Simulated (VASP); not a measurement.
Co₃Bi₂

```yaml
crystal:
  lattice:
    - [4.81442, 0.00000, 0.00000]
    - [0.00000, 4.81442, 0.00000]
    - [0.00000, 0.00000, 4.81442]
  atoms:
    - { symbol: Bi, position: [0.50000, 0.50000, 0.50000] }
    - { symbol: Bi, position: [0.00000, 0.00000, 0.00000] }
    - { symbol: Co, position: [0.50000, 0.00000, 0.00000] }
    - { symbol: Co, position: [0.00000, 0.50000, 0.00000] }
    - { symbol: Co, position: [0.00000, 0.00000, 0.50000] }
```

Space group Pm-3m; a generated structure, not necessarily the stable one; spin-polarised.

All numbers below come from Kohn-Sham DFT of a periodic cell, PBE, VASP PAW PBE potentials, recommended (VASP).

In a PAW calculation such maps are meaningful between the atoms, not at the nuclei.

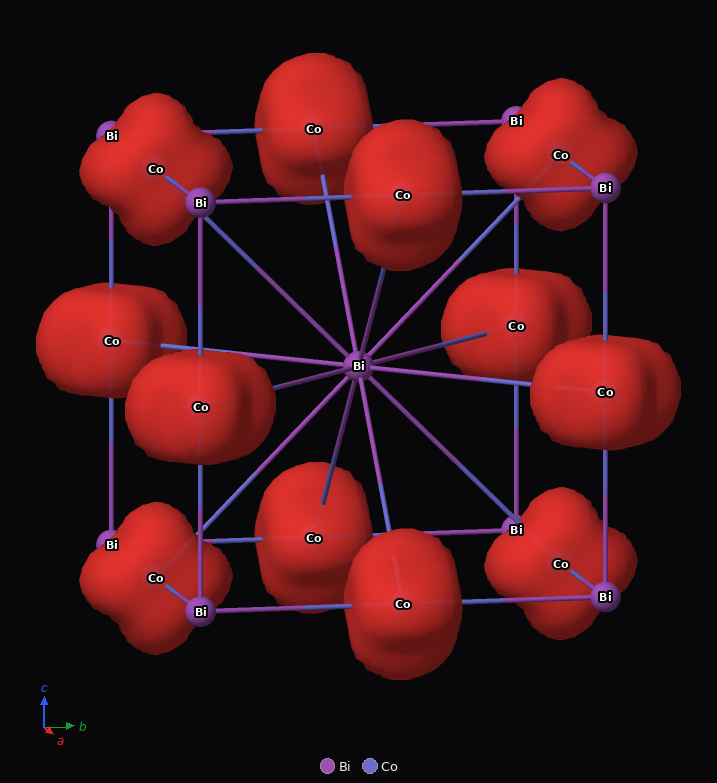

Figure 1. Isosurfaces of the spin density at +0.15 (red) and −0.15 e/Å³ (blue), seen slightly off an axis. Sticks mark near contacts.

Question: Which atoms carry the moments, and with what signs?

Answer: The spin density sits on Co: +1.2 μB (×3) in one cell of 5 atoms, with smaller moments on Bi (up to −0.07 μB): parallel moments (a ferromagnetic arrangement) in this solution. The cell of the calculation (5 atoms) carries 3.3 μB of net spin moment. Only one sign reaches the isovalue.

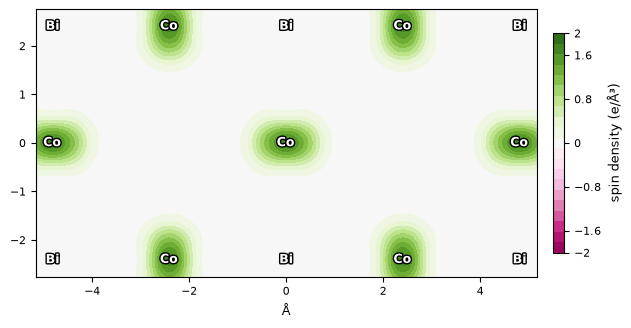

Figure 2. Magnetisation density (up minus down) on the (100) plane of the conventional cell.

Question: Describe what can be read from this map.

Answer: Atoms in the plane: Bi and Co.
The spin density sits on Co: +1.2 μB (×3) in one cell of 5 atoms, with smaller moments on Bi (up to −0.07 μB): parallel moments (a ferromagnetic arrangement) in this solution. The cell of the calculation (5 atoms) carries 3.3 μB of net spin moment.
